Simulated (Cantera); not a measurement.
A closed system holds: 1 mol B2H6, 0.61 mol N2, 12 mol H2O, held at 13300 Pa.

Method: chemical equilibrium by Gibbs-energy minimisation in Cantera with the NASA 1993 tables (ideal gas, pure condensed phases). Candidate condensed phases: B, BN, B2O3, B3O3H3, H2O; 39 gas species. The feed counts by its element totals alone. Gases not in the tables: H3BO3. The numbers say what is thermodynamically allowed, not how fast it happens.

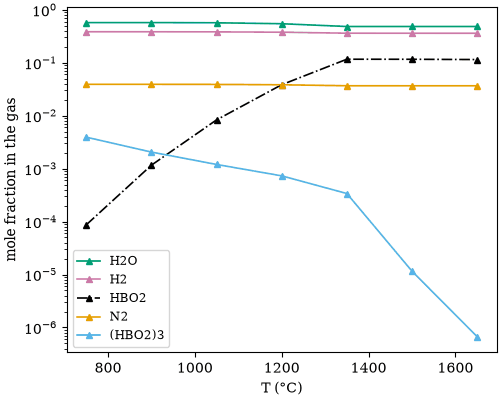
Figure. Equilibrium gas composition (values under 1e-9 drawn at 1e-9)

From 750 °C to 1200 °C the condensed part is B2O3(l). From 1350 °C to 1650 °C nothing is condensed.
